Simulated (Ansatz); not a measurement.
The figure comes from a scan of InP (zinc blende): one P atom of a 2-atom cell moves by s along Cartesian [110], with its periodic images. Level of theory: PBE (plane waves to 420 eV, PAW, scalar-relativistic; Ansatz, a first-principles code). k mesh 8×8×8 (Γ-centred), Fermi-Dirac smearing 0.05 eV. E stands for the smeared free energy. InP was relaxed with its symmetry unable to fall. ΔE is measured from the undisplaced structure.

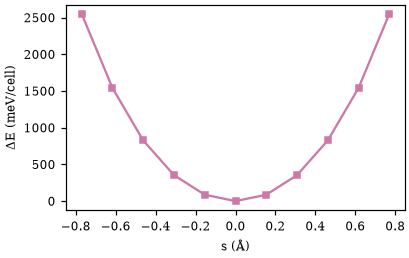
*ΔE (meV/cell) against s (Å); markers are the computed points, lines only join them.*

Problem. Read the plotted values off the figure, to the accuracy that the plot allows.

Solution. To the nearest 50:

```tsv
s (Å)	ΔE (meV/cell)
-0.770	2550
-0.616	1550
-0.462	850
-0.308	350
-0.154	100
0.000	0
0.154	100
0.308	350
0.462	850
0.616	1550
0.770	2550
```

(A displaced cell: forces are minus the slopes of the energy, force constants its curvatures, and phonons follow from these.)
